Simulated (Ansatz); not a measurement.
# AlCl₂FH₄Si: what the fields show

Input

```
crystal:
  periodic: [false, false, false]
  atoms:
    - {symbol: Al, position_ang: [-0.271767, -0.866956, -0.036443]}
    - {symbol: Si, position_ang: [0.945459, 1.125281, -0.704664]}
    - {symbol: Cl, position_ang: [-1.204230, -2.122915, -1.435429]}
    - {symbol: Cl, position_ang: [0.291139, -1.850449, 1.808125]}
    - {symbol: H, position_ang: [-1.552289, -0.715235, 1.842305]}
    - {symbol: F, position_ang: [-1.853281, -0.231589, 1.076861]}
    - {symbol: H, position_ang: [0.181641, 1.906540, -1.715764]}
    - {symbol: H, position_ang: [2.256152, 0.748666, -1.302054]}
    - {symbol: H, position_ang: [1.207278, 2.006555, 0.467064]}
basis:
  gaussian: {orbitals: def2-TZVPP}
hamiltonian: {xc: pbe0, dispersion: d4}
output: {orbitals: {seedname: orbitals}}
```

Run with:

```sh
ansatz run in.yaml --threads 8 --pin off --events-out ev --progress --plain --max-ram 19148MiB
```

The reactant side of a reaction path; geometry: PBE0-D4/def2-TZVP; a saddle point, not a minimum.

These are results of RKS PBE0-D4/def2-TZVPP in Ansatz 0.2.0, not measurements.

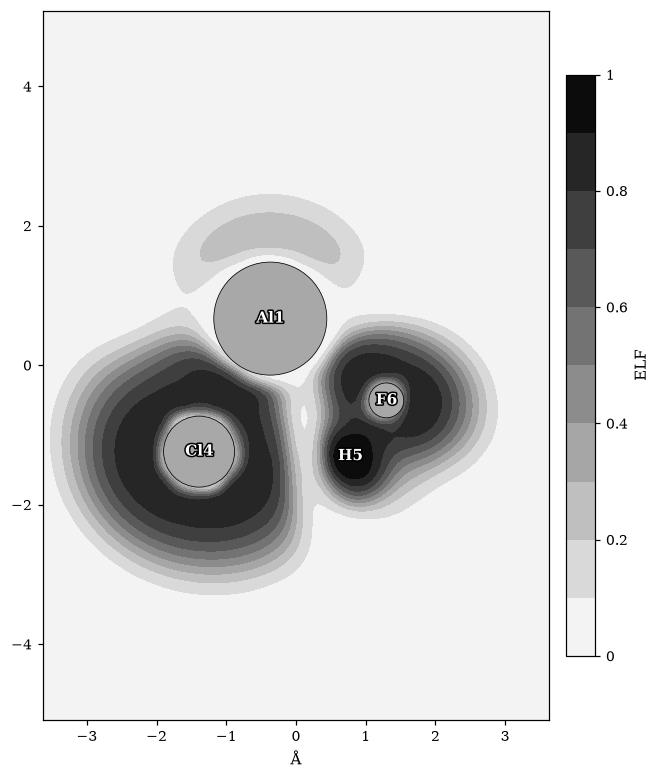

Figure 1. ELF on the plane of atoms Al1, F6 and H5. Grey discs cover the atomic cores.

> Read the bonding off the picture.

The section cuts through Al, Cl, H and F sites.
Al–F (2.04 Å): the ELF peaks at about 0.85 in the valence shell of F, 0.5 Å from its nucleus, and is about 0.30 at the midpoint.
F–H (0.95 Å): the ELF climbs to about 1 towards the hydrogen, as it does in any bond to H: an ordinary covalent bond to hydrogen.
Al–Cl (2.16 Å): the ELF peaks at about 0.85 in the valence shell of Cl, 0.9 Å from its nucleus, and is about 0.80 at the midpoint.
The ELF also peaks beside Cl4 and F6, away from the bonds: lone-pair regions.

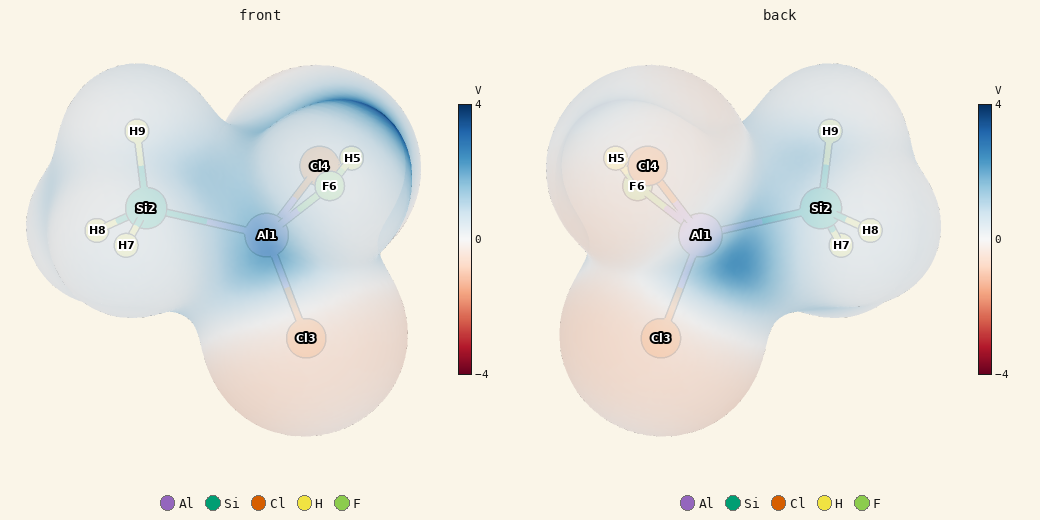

Figure 2. The electrostatic potential painted on the density surface at 0.002 e/bohr³, seen from the front and from behind; the colour scale runs from red (negative) to blue (positive).

> Which sites attract a positive test charge, and which a negative one?

A positive charge is drawn to the negative regions and a negative charge to the positive ones. The most negative region (about −0.6 V) lies over Cl3, the most positive (about +3.4 V) over H5.

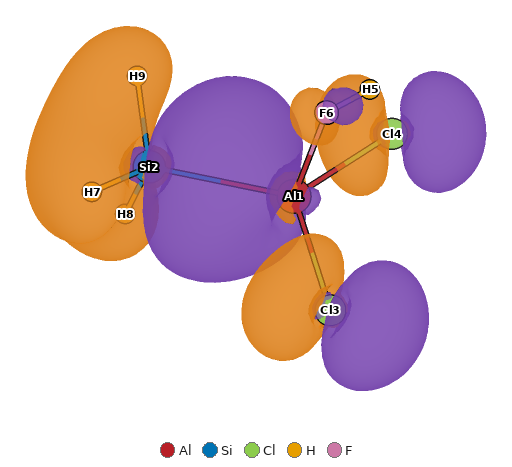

Figure 3. The HOMO at ±0.06 Å⁻³ᐟ² (orange and purple are the two phases), seen at a tilt.

> Describe this orbital and give its energy.

Its weight (Hirshfeld) is mainly on Si2 (about 40 %), Al1 (about 25 %), Cl3 (about 15 %) and Cl4 (about 10 %). Its energy is −8.07 eV.
